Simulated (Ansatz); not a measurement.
## Nudged elastic band of C2H7AlSi

- system: C2H7AlSi
- method: RKS B3LYP-D4/def2-SVP (Ansatz 0.2.0)

One setting was made poor on purpose. It belongs to a series of runs on one base structure; here: band between the two ends. Figures and captions count atoms from 1; the log counts them from 0 in places.

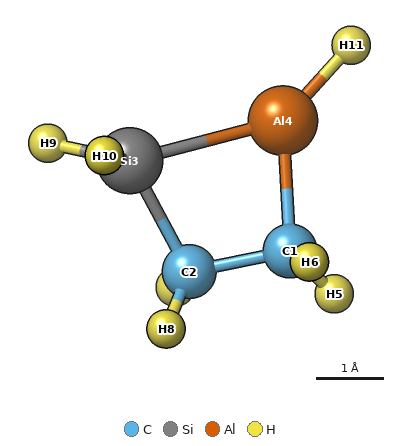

*The structure as given in the input (ball-and-stick view, seen on its broad side; atoms are numbered from 1 in the order of the input). Sticks mark near contacts.*

### Key numbers

```csv
quantity,value
outcome,converged
"barrier, forward",0.892 eV
"barrier, backward",0.503 eV
hardware,"2 threads of Arm Neoverse V1, 24 GiB of memory available, shared host"
wall time,44 s (CPU time 85 s)
peak memory,0.2 GiB
```

### Remarks

A deliberately poor setting: few images. The order of the saddle point was not checked.

### Input file
```yaml
crystal:
  periodic: [false, false, false]
  atoms:
    - { symbol: C, position_ang: [-1.06025, 0.607454, -0.303837] }
    - { symbol: C, position_ang: [0.456554, 0.590141, -0.687849] }
    - { symbol: Si, position_ang: [1.278653, -0.602892, 0.603112] }
    - { symbol: Al, position_ang: [-1.10046, -1.145334, 0.641586] }
    - { symbol: H, position_ang: [-1.73358, 0.837543, -1.147021] }
    - { symbol: H, position_ang: [-1.246868, 1.394873, 0.454177] }
    - { symbol: H, position_ang: [0.588579, 0.129199, -1.68363] }
    - { symbol: H, position_ang: [0.910731, 1.59498, -0.743877] }
    - { symbol: H, position_ang: [2.421263, -1.415639, 0.077791] }
    - { symbol: H, position_ang: [1.783006, 0.153695, 1.796568] }
    - { symbol: H, position_ang: [-2.232429, -2.20092, 1.01378] }
basis:
  gaussian: { orbitals: def2-SVP }
hamiltonian:
  xc: b3lyp
  dispersion: d4
neb:
  order_check: false
  images: 1
  f_tol: 0.05
  max_iterations: 60
  climbing: false
  final_atoms:
    - { symbol: C, position_ang: [-0.45859739, 0.58562594, 0.04051253] }
    - { symbol: C, position_ang: [0.43184594, 0.88418704, -1.13900575] }
    - { symbol: Si, position_ang: [1.4246659, -0.3537586, -0.07941182] }
    - { symbol: Al, position_ang: [-0.44888304, -1.56087768, 0.80380457] }
    - { symbol: H, position_ang: [-1.45774132, 0.20586999, -0.23799474] }
    - { symbol: H, position_ang: [-0.52211681, 1.35205506, 0.81937687] }
    - { symbol: H, position_ang: [0.07409561, 0.51502604, -2.10579276] }
    - { symbol: H, position_ang: [0.83556299, 1.90026385, -1.19926031] }
    - { symbol: H, position_ang: [-0.55023005, -1.72978451, 2.37509671] }
    - { symbol: H, position_ang: [2.0855731, 0.52293817, 0.95567342] }
    - { symbol: H, position_ang: [-1.34897593, -2.37844531, -0.21219872] }
  initial_path:
    images:
      - { positions_ang: [[-1.06025, 0.607454, -0.303837], [0.456554, 0.590141, -0.687849], [1.278653, -0.602892, 0.603112], [-1.10046, -1.145334, 0.641586], [-1.73358, 0.837543, -1.147021], [-1.246868, 1.394873, 0.454177], [0.588579, 0.129199, -1.68363], [0.910731, 1.59498, -0.743877], [2.421263, -1.415639, 0.077791], [1.783006, 0.153695, 1.796568], [-2.232429, -2.20092, 1.01378]] }
      - { positions_ang: [[-0.93306684, 0.55860889, -0.30592215], [0.46015475, 0.8319571, -0.7435507], [1.34411492, -0.4915238, 0.1837861], [-0.71144737, -1.00503953, 0.84802159], [-1.64366924, 0.38758231, -1.19502113], [-1.37146323, 1.47591817, 0.2825332], [0.60965161, 0.68829164, -1.83606008], [0.85638224, 1.86293943, -0.45133407], [0.80086368, -1.99731693, 1.04974281], [2.21770806, 0.05179061, 1.29773915], [-1.56402959, -2.42010789, 0.8908653]] }
      - { positions_ang: [[-0.45859739, 0.58562594, 0.04051253], [0.43184594, 0.88418704, -1.13900575], [1.4246659, -0.3537586, -0.07941182], [-0.44888304, -1.56087768, 0.80380457], [-1.45774132, 0.20586999, -0.23799474], [-0.52211681, 1.35205506, 0.81937687], [0.07409561, 0.51502604, -2.10579276], [0.83556299, 1.90026385, -1.19926031], [-0.55023005, -1.72978451, 2.37509671], [2.0855731, 0.52293817, 0.95567342], [-1.34897593, -2.37844531, -0.21219872]] }
```

Launched with:
```bash
ansatz run input.yaml --threads 2 --pin off --max-ram 3072MiB --backend cpu --events-out ev --progress --plain --runs-dir out
```

### Log
```
Engine: ansatz 0.2.0, aarch64-unknown-linux-gnu
Functional definition: B3LYP
  parameter a0 = 0.2
  parameter ax = 0.72
  parameter ac = 0.81
  exchange = (1 - a0 - ax)*slater_x + ax*b88_x + a0*exact_x
  correlation = (1 - ac)*vwn_rpa_c + ac*lyp_c
1056 factors; integrals over basis functions are off by at most 3.2e-4 eV
mean field evaluation 1: about -16647.9972 eV, gradient 5.7e1 eV
mean field evaluation 2: about -16630.4502 eV, gradient 9.3e1 eV
mean field evaluation 4: about -16656.6663 eV, gradient 1.8e0 eV
mean field evaluation 8: about -16656.6882 eV, gradient 1.2e-1 eV
mean field evaluation 16: about -16656.6882 eV, gradient 6.4e-5 eV
mean field -16656.68820728 eV, -612.1220013086 hartree, gradient 6.4e-5 eV, S^2 0.000000; 0 other end points of the search recorded, 0 dependent functions left out
the calculation of the forces begins
reference -16656.68847167 eV, -612.1220110249 hartree; 23, 23 occupied and 76, 76 virtual orbitals, 1056 factors
1056 factors; integrals over basis functions are off by at most 8.6e-4 eV
mean field -16656.28707124 eV, -612.1072598313 hartree, gradient 2.2e-5 eV, S^2 0.000000; 0 other end points of the search recorded, 0 dependent functions left out
[... from here on the field's lines of each further geometry are left out, up to the last ...]
NEB iter   1: max|band force component| = 5.652e0 eV/Å  barrier→ = 3.6673 eV  barrier← = 3.2780 eV  Δτ_max = 0.2000 Å  (79 SCF iters)
NEB iter   2: max|band force component| = 2.788e0 eV/Å  barrier→ = 2.5118 eV  barrier← = 2.1226 eV  Δτ_max = 0.2000 Å  (30 SCF iters)
NEB iter   3: max|band force component| = 1.956e0 eV/Å  barrier→ = 1.9981 eV  barrier← = 1.6088 eV  Δτ_max = 0.2000 Å  (31 SCF iters)
NEB iter   4: max|band force component| = 1.393e0 eV/Å  barrier→ = 1.4840 eV  barrier← = 1.0947 eV  Δτ_max = 0.1995 Å  (30 SCF iters)
NEB iter   5: max|band force component| = 8.234e-1 eV/Å  barrier→ = 1.1317 eV  barrier← = 0.7424 eV  Δτ_max = 0.1069 Å  (28 SCF iters)
NEB iter   6: max|band force component| = 4.919e-1 eV/Å  barrier→ = 1.0574 eV  barrier← = 0.6681 eV  Δτ_max = 0.0878 Å  (29 SCF iters)
NEB iter   7: max|band force component| = 2.758e-1 eV/Å  barrier→ = 1.0325 eV  barrier← = 0.6432 eV  Δτ_max = 0.1990 Å  (28 SCF iters)
NEB iter   8: max|band force component| = 1.878e-1 eV/Å  barrier→ = 0.9968 eV  barrier← = 0.6075 eV  Δτ_max = 0.1988 Å  (27 SCF iters)
NEB iter   9: max|band force component| = 3.094e-1 eV/Å  barrier→ = 0.9602 eV  barrier← = 0.5709 eV  Δτ_max = 0.1007 Å  (28 SCF iters)
NEB iter  10: max|band force component| = 2.908e-1 eV/Å  barrier→ = 0.9279 eV  barrier← = 0.5386 eV  Δτ_max = 0.1006 Å  (29 SCF iters)
NEB iter  11: max|band force component| = 3.763e-1 eV/Å  barrier→ = 0.9108 eV  barrier← = 0.5215 eV  Δτ_max = 0.0501 Å  (28 SCF iters)
NEB iter  12: max|band force component| = 4.077e-1 eV/Å  barrier→ = 0.9022 eV  barrier← = 0.5129 eV  Δτ_max = 0.0250 Å  (26 SCF iters)
NEB iter  13: max|band force component| = 7.903e-2 eV/Å  barrier→ = 0.8935 eV  barrier← = 0.5042 eV  Δτ_max = 0.0259 Å  (25 SCF iters)
NEB iter  14: max|band force component| = 7.054e-2 eV/Å  barrier→ = 0.8923 eV  barrier← = 0.5031 eV  Δτ_max = 0.0194 Å  (25 SCF iters)
NEB iter  15: max|band force component| = 5.320e-2 eV/Å  barrier→ = 0.8922 eV  barrier← = 0.5029 eV  Δτ_max = 0.0061 Å  (25 SCF iters)
the calculation of the forces begins
reference -16655.74930728 eV, -612.0874973702 hartree; 23, 23 occupied and 76, 76 virtual orbitals, 1056 factors
1056 factors; integrals over basis functions are off by at most 7.6e-4 eV
mean field evaluation 160: about -16655.7490 eV, gradient 8.6e-4 eV
mean field -16655.74904578 eV, -612.0874877601 hartree, gradient 2.6e-5 eV, S^2 0.000000; 1 other end points of the search recorded, 0 dependent functions left out
the calculation of the forces begins
reference -16655.74930728 eV, -612.0874973702 hartree; 23, 23 occupied and 76, 76 virtual orbitals, 1056 factors
NEB iter  16: max|band force component| = 1.920e-2 eV/Å  barrier→ = 0.8919 eV  barrier← = 0.5026 eV  Δτ_max = 0.0000 Å  (46 SCF iters)
```

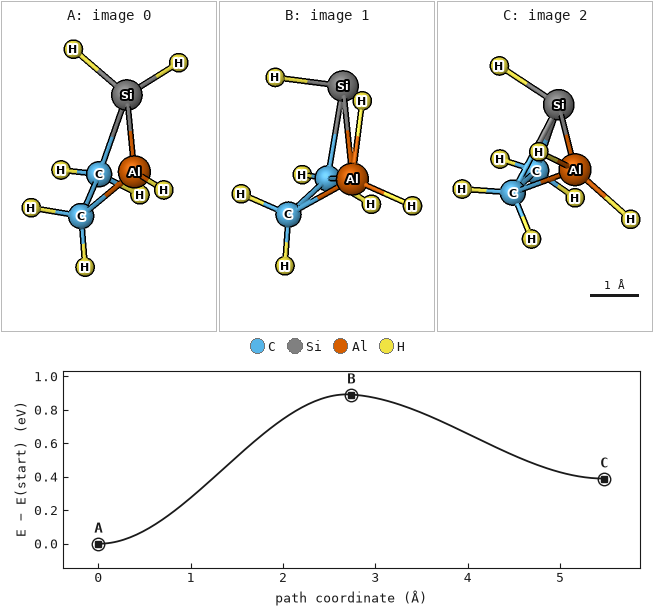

*Images of the last band (counted from 0; ball-and-stick, seen at a tilt) above the energy along the path; the line is a cubic interpolation that uses the forces.*

The highest image is number 1, 0.892 eV above the start and 0.503 eV above the end; the end lies 0.389 eV above the start. The path is 5.48 Å long. The band converged in 16 iterations.

```
Total energy: -16656.18490161 eV, -612.1035051664 hartree
Atom 0 at    -0.952594     0.713944    -0.021128 Å, force     0.002969    -0.007960    -0.007481 eV/Å
Atom 1 at     0.398775     0.419242    -0.755983 Å, force    -0.018594     0.015899    -0.017006 eV/Å
Atom 2 at     1.884216    -0.355868     0.364119 Å, force     0.005289    -0.009403     0.002686 eV/Å
Atom 3 at    -0.740864    -1.133510     0.467078 Å, force     0.007699    -0.000261    -0.001751 eV/Å
Atom 4 at    -1.779877     1.037609    -0.673603 Å, force     0.004970    -0.004864     0.008179 eV/Å
Atom 5 at    -0.798846     1.443766     0.784801 Å, force     0.006701    -0.000770     0.006768 eV/Å
Atom 6 at     0.232479    -0.147033    -1.694829 Å, force     0.000299     0.005918    -0.002235 eV/Å
Atom 7 at     0.904895     1.345721    -1.091274 Å, force    -0.000059     0.000783    -0.000359 eV/Å
Atom 8 at     0.793045    -1.471724     1.098431 Å, force    -0.024077    -0.002731     0.025787 eV/Å
Atom 9 at     1.534787     0.581065     1.529444 Å, force     0.006623     0.005613    -0.007519 eV/Å
Atom 10 at    -1.410818    -2.490113     0.013747 Å, force     0.008180    -0.002222    -0.007070 eV/Å
Dipole moment:    -0.503455     0.041825     0.004707 e Å
this run last wrote the band of iteration 16 to [file]
```

### The last band as extended XYZ (Å, eV, eV/Å)
```
11
Properties=species:S:1:pos:R:3:forces:R:3 image=0 energy=-16657.07654
C    -1.0602    0.6075   -0.3038    0.0078   0.0063  -0.0039
C     0.4566    0.5901   -0.6878   -0.0057   0.0048   0.0025
Si    1.2787   -0.6029    0.6031    0.0052  -0.0063  -0.0015
Al   -1.1005   -1.1453    0.6416   -0.0029   0.0092   0.0096
H    -1.7336    0.8375   -1.1470    0.0054  -0.0045   0.0053
H    -1.2469    1.3949    0.4542    0.0036  -0.0119  -0.0066
H     0.5886    0.1292   -1.6836    0.0004   0.0047   0.0107
H     0.9107    1.5950   -0.7439   -0.0053  -0.0083  -0.0010
H     2.4213   -1.4156    0.0778   -0.0064   0.0090   0.0037
H     1.7830    0.1537    1.7966   -0.0041  -0.0041  -0.0130
H    -2.2324   -2.2009    1.0138    0.0018   0.0012  -0.0057
11
Properties=species:S:1:pos:R:3:forces:R:3 image=1 energy=-16656.18464
C    -0.9526    0.7139   -0.0211    0.0030  -0.0080  -0.0075
C     0.3988    0.4192   -0.7560   -0.0186   0.0159  -0.0170
Si    1.8842   -0.3559    0.3641    0.0053  -0.0094   0.0027
Al   -0.7409   -1.1335    0.4671    0.0077  -0.0003  -0.0018
H    -1.7799    1.0376   -0.6736    0.0050  -0.0049   0.0082
H    -0.7988    1.4438    0.7848    0.0067  -0.0008   0.0068
H     0.2325   -0.1470   -1.6948    0.0003   0.0059  -0.0022
H     0.9049    1.3457   -1.0913   -0.0001   0.0008  -0.0004
H     0.7930   -1.4717    1.0984   -0.0241  -0.0027   0.0258
H     1.5348    0.5811    1.5294    0.0066   0.0056  -0.0075
H    -1.4108   -2.4901    0.0137    0.0082  -0.0022  -0.0071
11
Properties=species:S:1:pos:R:3:forces:R:3 image=2 energy=-16656.68725
C    -0.4586    0.5856    0.0405   -0.0016  -0.0025   0.0030
C     0.4318    0.8842   -1.1390    0.0085   0.0014   0.0127
Si    1.4247   -0.3538   -0.0794    0.0004   0.0003   0.0052
Al   -0.4489   -1.5609    0.8038    0.0069  -0.0110  -0.0105
H    -1.4577    0.2059   -0.2380   -0.0076   0.0003  -0.0020
H    -0.5221    1.3521    0.8194   -0.0015   0.0023  -0.0007
H     0.0741    0.5150   -2.1058   -0.0035  -0.0067  -0.0053
H     0.8356    1.9003   -1.1993    0.0003   0.0073  -0.0036
H    -0.5502   -1.7298    2.3751   -0.0009   0.0041   0.0010
H     2.0856    0.5229    0.9557    0.0013  -0.0011  -0.0036
H    -1.3490   -2.3784   -0.2122   -0.0023   0.0057   0.0038
```
